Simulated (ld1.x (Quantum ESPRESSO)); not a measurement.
Ld1.x (Quantum ESPRESSO) 7.5 input:

```
 &input
   title='Cl', zed=17., rel=1, dft='PBE', iswitch=3,
   config='[Ne] 3s2 3p5'
 /
 &inputp
   pseudotype=2, tm=.true., lloc=0,
   nlcc=.true., new_core_ps=.true., rcore=0.90
 /
2
3P  2  1   5.00   0.00  1.20  1.20  0.0
3S  1  0   2.00   0.00  0.88  0.88  0.0
 &test
   configts(1)='3s2 3p5'
 /
```

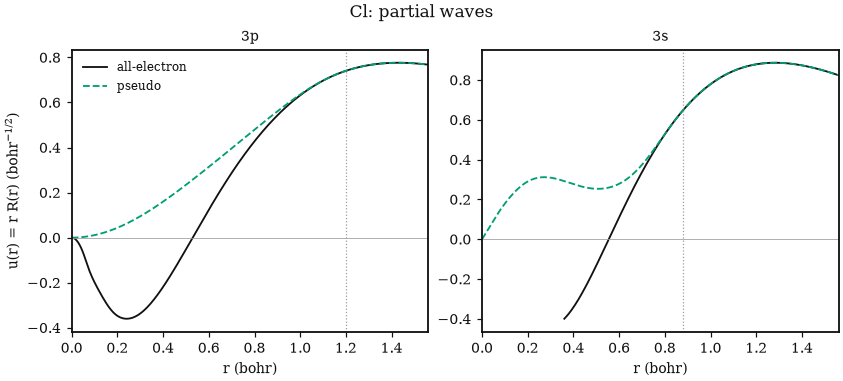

Pseudo-waves (dashed) against the all-electron radial functions (solid). Dotted lines mark the matching radii. The all-electron curves start outside the innermost oscillations, which aren't drawn.

Pseudo-waves: 3p has no node; 3s has no node.

- Cutoffs needed: 120 Ry and 300 Ry (the cutoffs, on a coarse ladder, from which the occupation-weighted sum of valence levels, in a spherical-Bessel basis at the reference potential, stays within 10 and 1 mRy of its value at 400 Ry)
- Ghost test: no ghost state below the valence levels in the p, s, d, f channels (spherical-Bessel basis up to 400 Ry, 20 bohr box)
- Largest excitation error: +330 meV (all-electron minus pseudo) for 3s2 3p1, out of 7 test configurations
